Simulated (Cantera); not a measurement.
Feed: 1 mol SiH2Cl2, 0.1 mol NH3, at 700 K.

These are equilibrium values from Cantera (NASA tables, ideal gas, pure condensed phases), not measurements of a reactor. Candidate condensed phases: NH4Cl, Si, Si3N4; 28 gas species. The tables' values for SiCl3 are old estimates; treat these amounts as uncertain. Rates play no part.

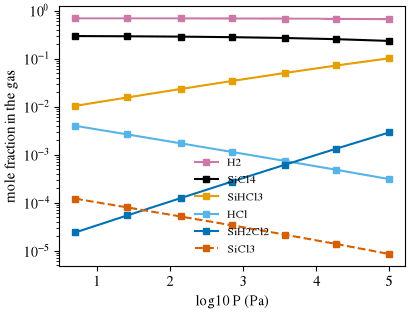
Equilibrium gas composition (values under 1e-9 drawn at 1e-9)

### Question
Read off the mole fractions at 750 Torr.

### Answer
H2 about 0.66, SiCl4 about 0.23, SiHCl3 about 0.10, SiH2Cl2 about 0.0029, HCl about 0.00031, SiCl3 about 8.6e-6.
